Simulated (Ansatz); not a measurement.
Method: PBE (plane waves to 420 eV, PAW; Ansatz, a program for electronic structure).

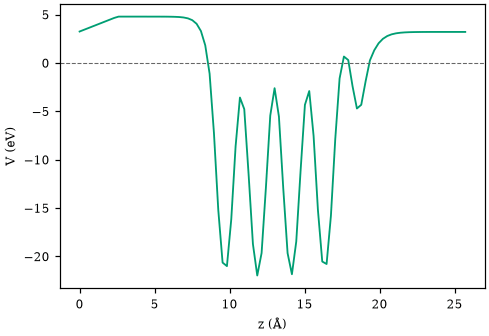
Electrostatic potential energy of an electron, averaged over planes parallel to the surface, in eV from the Fermi level, for Li on the 1x1 (110) surface of bcc W, one in a 1x1 cell, started at the site 'hollow W-W-W'

Model: 5-atom slab, 6.6 Å thick at the start under the adsorbate (thin: gaps and levels are the slab's own), 12x12x1 mesh, Fermi-Dirac 0.1 eV, dipole correction, 2 atoms held, the rest relaxed; symmetry of the start imposed; no spin, no spin-orbit, no U, no dispersion correction. At the end it is bonded to 4 W. In PBE it is, or lies within 0.03 eV of, the lowest of the starts that converged.

**Question.** The surface cell has an area of 7.17 Å². What dipole along the normal does the step between the two vacuum levels imply?

**Answer.** the top vacuum level lies 1.58 eV below the bottom one; p = −ε₀ A ΔV (ε₀ = 0.005526 e/(V·Å)) gives 0.06 e·Å a cell.
